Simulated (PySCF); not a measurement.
Input

```
{"job": {"kind": "nmr", "xc": "PBE0", "basis": "pcSseg-1"}, "charge": 0, "multiplicity": 1}
F      0.444264    -1.590671     1.337791
C     -0.211920    -1.511579     0.129857
C     -0.222219    -0.071420    -0.353636
Si     1.550300     0.683523    -0.268539
C     -1.162670     0.746585     0.494751
Cl    -0.983428     2.470074     0.122243
Cl    -2.873877     0.286408     0.238875
H     -1.220425    -1.906560     0.293526
H      0.333251    -2.155787    -0.565495
H     -0.580075    -0.068309    -1.385048
H      1.634794     1.752767    -1.256995
H      1.788962     1.145219     1.093137
H      2.463134    -0.403248    -0.622979
H     -0.960769     0.622525     1.560422
```

Launched as:

```sh
OMP_NUM_THREADS=1 python probes_run.py task.json out
```

Geometry: GFN2-xTB.

Theory: PBE0/pcSseg-1, SCF density, gas phase, non-relativistic (PySCF 2.14.0).

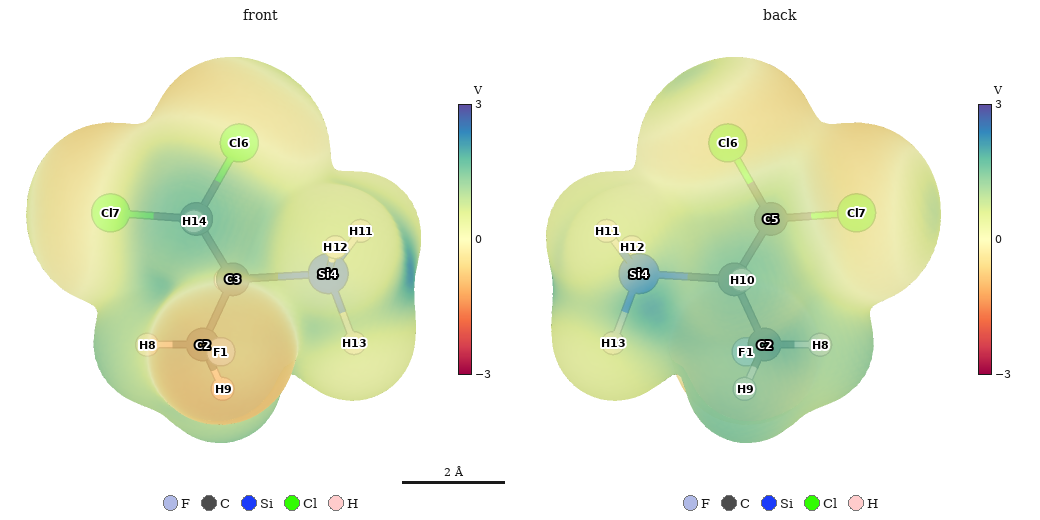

C3H7Cl2FSi. The molecular electrostatic potential painted on the density surface at 0.004 e/bohr³, seen from the front and from behind; red is negative and blue positive.

### Describe the electrostatic potential map.

The most negative region (about −0.9 V) lies over F1, the most positive (about +2.0 V) over Si4. Cl6 shows a σ-hole: about +1.0 V at the tip opposite its bond, against about −0.1 V on its flanks. Cl7 shows a σ-hole: about +0.9 V at the tip opposite its bond, against about −0.1 V on its flanks.
